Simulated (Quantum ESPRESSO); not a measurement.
**MnB: which magnetic order is lowest**

A self-consistent run ends on one state, which hangs on the start. Several orders of MnB are started in Quantum ESPRESSO and their energies compared.

Method: PBEsol; plane waves with GBRV 1.5 PBEsol potentials, no spin-orbit coupling, in Quantum ESPRESSO 7.5.

## (1) Starting point

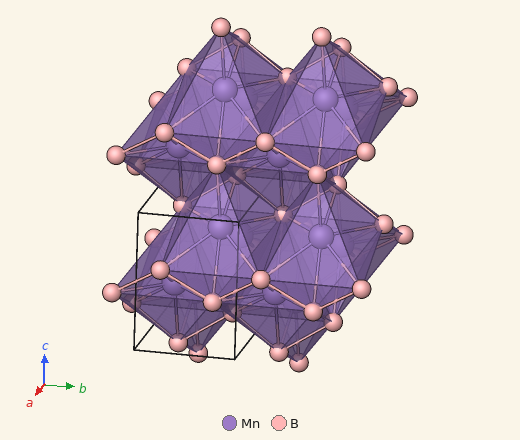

Start, viewed slightly off an axis; manganese light purple, boron pink. 1×2×2 cells are drawn. Some periodic images of atoms are drawn too.

The cell comes from the Crystallography Open Database.

## (2) Run 1, typed as ferro ++++

The signs are those of the starting moments on the seeded atoms, the atoms that are given a moment.

The input, pw.in:

```
&CONTROL
  calculation = 'scf'
  prefix = 'pwscf'
  outdir = './tmp'
  pseudo_dir = './pseudo'
  disk_io = 'nowf'
/
&SYSTEM
  ibrav = 0
  celldm(1) = 8
  nat = 8
  ntyp = 2
  ecutwfc = 40
  ecutrho = 280
  nbnd = 55
  occupations = 'smearing'
  smearing = 'fd'
  degauss = 0.00734986
  nspin = 2
  starting_magnetization(1) = 0.2333
  starting_magnetization(2) = 0
/
&ELECTRONS
  conv_thr = 1.6d-08
  electron_maxstep = 150
  mixing_beta = 0.3
/
ATOMIC_SPECIES
Mn     54.9380 mn_pbesol_v1.5.uspp.F.UPF
B      10.8100 b_pbesol_v1.4.uspp.F.UPF
CELL_PARAMETERS alat
   1.3141112951810    0.0000000000000    0.0000000000000
   0.0000000000000    0.7031789017615    0.0000000000000
   0.0000000000000    0.0000000000000    0.9796441802839
ATOMIC_POSITIONS crystal
Mn      0.1758800000    0.2500000000    0.1208300000
Mn      0.3241200000    0.7500000000    0.6208300000
Mn      0.6758800000    0.2500000000    0.3791700000
Mn      0.8241200000    0.7500000000    0.8791700000
B       0.0341000000    0.2500000000    0.6128000000
B       0.4659000000    0.7500000000    0.1128000000
B       0.5341000000    0.2500000000    0.8872000000
B       0.9659000000    0.7500000000    0.3872000000
K_POINTS automatic
8 8 8 0 0 0
```

On the command line:

```sh
$ OMP_NUM_THREADS=1 mpirun -n 4 pw.x -nk 4 -in pw.in > pw.out
```

The program printed:

```text
Program PWSCF v.7.5 starts

     Message from routine setup:
     using ibrav=0 with symmetry is DISCOURAGED, use correct ibrav instead

     K-points division:     npool     =       4
     Subspace diagonalization in iterative solution of the eigenvalue problem:

     G-vector sticks info
     --------------------
     sticks:   dense  smooth     PW     G-vecs:    dense   smooth      PW
     Sum        1299     749    239                36567    15855    2763

     Using Slab Decomposition

     bravais-lattice index     =            0
     lattice parameter (alat)  =       8.0000  a.u.
     unit-cell volume          =     463.4857 (a.u.)^3
     number of atoms/cell      =            8
     number of atomic types    =            2
     number of electrons       =        72.00
     number of Kohn-Sham states=           55
     kinetic-energy cutoff     =      40.0000  Ry
     charge density cutoff     =     280.0000  Ry
     scf convergence threshold =      1.6E-08
     mixing beta               =       0.3000
     number of iterations used =            8  plain     mixing
     Exchange-correlation= SLA  PW   PSX  PSC
                           (   1   4  10   8   0   0   0)

     celldm(1)=   8.000000  celldm(2)=   0.000000  celldm(3)=   0.000000
     celldm(4)=   0.000000  celldm(5)=   0.000000  celldm(6)=   0.000000

     crystal axes: (cart. coord. in units of alat)
               a(1) = (   1.314111   0.000000   0.000000 )
               a(2) = (   0.000000   0.703179   0.000000 )
               a(3) = (   0.000000   0.000000   0.979644 )

     reciprocal axes: (cart. coord. in units 2 pi/alat)
               b(1) = (  0.760971  0.000000  0.000000 )
               b(2) = (  0.000000  1.422113  0.000000 )
               b(3) = (  0.000000  0.000000  1.020779 )

     PseudoPot. # 1 for Mn read from file:
     mn_pbesol_v1.5.uspp.F.UPF
     Pseudo is Ultrasoft + core correction, Zval = 15.0
     Generated by new atomic code, or converted to UPF format
     Using radial grid of  859 points,  6 beta functions with:
                l(1) =   0
                l(2) =   0
                l(3) =   1
                l(4) =   1
                l(5) =   2
                l(6) =   2
     Q(r) pseudized with  8 coefficients,  rinner =    0.950   0.950   0.950
                                                       0.950   0.950

     PseudoPot. # 2 for B  read from file:
     b_pbesol_v1.4.uspp.F.UPF
     Pseudo is Ultrasoft + core correction, Zval =  3.0
     Generated by new atomic code, or converted to UPF format
     Using radial grid of  781 points,  4 beta functions with:
                l(1) =   0
                l(2) =   0
                l(3) =   1
                l(4) =   1
     Q(r) pseudized with  8 coefficients,  rinner =    1.100   1.100   1.100

     atomic species   valence    mass     pseudopotential
     Mn               15.00    54.93800     Mn( 1.00)
     B                 3.00    10.81000     B ( 1.00)

     Starting magnetic structure
     atomic species   magnetization
     Mn              0.233
     B               0.000

      8 Sym. Ops., with inversion, found ( 6 have fractional translation)

   Cartesian axes

     site n.     atom                  positions (alat units)
         1        Mn     tau(   1) = (   0.2311259   0.1757947   0.1183704  )
         2        Mn     tau(   2) = (   0.4259298   0.5273842   0.6081925  )
         3        Mn     tau(   3) = (   0.8881815   0.1757947   0.3714517  )
         4        Mn     tau(   4) = (   1.0829854   0.5273842   0.8612738  )
         5        B      tau(   5) = (   0.0448112   0.1757947   0.6003260  )
         6        B      tau(   6) = (   0.6122445   0.5273842   0.1105039  )
         7        B      tau(   7) = (   0.7018668   0.1757947   0.8691403  )
         8        B      tau(   8) = (   1.2693001   0.5273842   0.3793182  )

     number of k points=   125  Fermi-Dirac smearing, width (Ry)=  0.0073

     Number of k-points >= 100: set verbosity='high' to print them.

     Dense  grid:    36567 G-vectors     FFT dimensions: (  60,  30,  48)

     Smooth grid:    15855 G-vectors     FFT dimensions: (  48,  24,  32)

     Check: negative core charge=   -0.000056
     Generating pointlists ...
     new r_m :   0.2131 (alat units)  1.7052 (a.u.) for type    1
     new r_m :   0.1752 (alat units)  1.4020 (a.u.) for type    2

     Initial potential from superposition of free atoms

     starting charge      69.9985, renormalised to      72.0000
     Starting wfcs are   68 randomized atomic wfcs

     Self-consistent Calculation

     iteration #  1     ecut=    40.00 Ry     beta= 0.30
     Davidson diagonalization with overlap
     ethr =  1.00E-02,  avg # of iterations =  2.1

     total energy              =    -867.42854298 Ry
     estimated scf accuracy    <       9.95020679 Ry

     total magnetization       =     7.01 Bohr mag/cell
     absolute magnetization    =     7.61 Bohr mag/cell

     iteration #  2     ecut=    40.00 Ry     beta= 0.30
     Davidson diagonalization with overlap
     ethr =  1.00E-02,  avg # of iterations =  2.0

     total energy              =    -869.64988364 Ry
     estimated scf accuracy    <       2.30334784 Ry

     total magnetization       =     8.41 Bohr mag/cell
     absolute magnetization    =     9.66 Bohr mag/cell

     iteration #  3     ecut=    40.00 Ry     beta= 0.30
     Davidson diagonalization with overlap
     ethr =  3.20E-03,  avg # of iterations =  1.0

     total energy              =    -870.03493148 Ry
     estimated scf accuracy    <       0.06889841 Ry

     total magnetization       =     8.34 Bohr mag/cell
     absolute magnetization    =     9.34 Bohr mag/cell

     [... further iterations left out ...]

     iteration #  9     ecut=    40.00 Ry     beta= 0.30
     Davidson diagonalization with overlap
     ethr =  1.15E-08,  avg # of iterations =  2.6

     total energy              =    -870.05557056 Ry
     estimated scf accuracy    <       0.00000305 Ry

     total magnetization       =     7.48 Bohr mag/cell
     absolute magnetization    =     8.35 Bohr mag/cell

     iteration # 10     ecut=    40.00 Ry     beta= 0.30
     Davidson diagonalization with overlap
     ethr =  4.24E-09,  avg # of iterations =  1.5

     total energy              =    -870.05557326 Ry
     estimated scf accuracy    <       0.00000083 Ry

     total magnetization       =     7.49 Bohr mag/cell
     absolute magnetization    =     8.36 Bohr mag/cell

     iteration # 11     ecut=    40.00 Ry     beta= 0.30
     Davidson diagonalization with overlap
     ethr =  1.16E-09,  avg # of iterations =  2.0

     total energy              =    -870.05557415 Ry
     estimated scf accuracy    <       0.00000004 Ry

     total magnetization       =     7.48 Bohr mag/cell
     absolute magnetization    =     8.35 Bohr mag/cell

     iteration # 12     ecut=    40.00 Ry     beta= 0.30
     Davidson diagonalization with overlap
     ethr =  5.26E-11,  avg # of iterations =  3.0

     Magnetic moment per site  (integrated on atomic sphere of radius R)
     atom   1 (R=0.213)  charge= 12.6621  magn=  1.8503
     atom   2 (R=0.213)  charge= 12.6621  magn=  1.8503
     atom   3 (R=0.213)  charge= 12.6621  magn=  1.8503
     atom   4 (R=0.213)  charge= 12.6621  magn=  1.8503
     atom   5 (R=0.175)  charge=  1.4291  magn= -0.0658
     atom   6 (R=0.175)  charge=  1.4291  magn= -0.0658
     atom   7 (R=0.175)  charge=  1.4291  magn= -0.0658
     atom   8 (R=0.175)  charge=  1.4291  magn= -0.0658

     End of self-consistent calculation

     Number of k-points >= 100: set verbosity='high' to print the bands.

     the Fermi energy is    16.8961 ev

!    total energy              =    -870.05557434 Ry
     estimated scf accuracy    <       0.00000001 Ry
     smearing contrib. (-TS)   =      -0.00994743 Ry
     internal energy E=F+TS    =    -870.04562691 Ry

     The total energy is F=E-TS. E is the sum of the following terms:
     one-electron contribution =    -375.21971004 Ry
     hartree contribution      =     228.72512354 Ry
     xc contribution           =    -117.29727837 Ry
     ewald contribution        =    -606.25376204 Ry

     total magnetization       =     7.48 Bohr mag/cell
     absolute magnetization    =     8.35 Bohr mag/cell

     convergence has been achieved in  12 iterations

=------------------------------------------------------------------------------=
   JOB DONE.
=------------------------------------------------------------------------------=
```

The job ended after 87 s (4 MPI ranks of Intel Xeon Platinum 8559C (Emerald Rapids), shared host; peak memory 0.83 GiB).

Spin moment in the atom's sphere by atom:

| atom | spin moment in the atom's sphere (μB) |
| --- | --- |
| Mn1 | 1.85 |
| Mn2 | 1.85 |
| Mn3 | 1.85 |
| Mn4 | 1.85 |
| B5 | -0.07 |
| B6 | -0.07 |
| B7 | -0.07 |
| B8 | -0.07 |

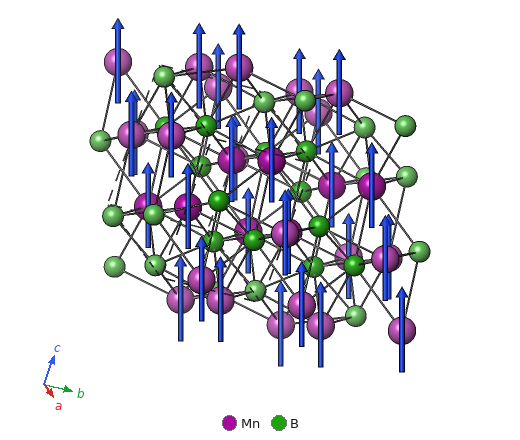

Spin moment in the atom's sphere as arrows, the longest 1.85 μB. Up and down stand for the sign. Arrows give size and sign along the axis of quantisation, drawn up and down the page. 1×2×1 cells are drawn. Some periodic images of atoms are drawn too.

This step gave:

```
smearing term TS       : 0.1353 eV
magnetization          : 7.482 μB
absolute magnetization : 8.351 μB
final state            : ferromagnetic
```

[end of part 1 of 2]

[Logs and program files are shortened in this print: banners, set-up blocks, solver, clock and traceback lines can be left out without a mark of their own.]

[Logs are printed without paths, hosts, clocks, repeated set-up lines and the standing remarks that a program may print on its own settings, such as how far it seeks lower states.]

[Hosts, paths, dates, database ids (printed as entryN), source tags and the programs' standing remarks are cut or masked in the printed files.]

[Where a cell is said to come from a database of computed structures, the database is the Materials Project.]
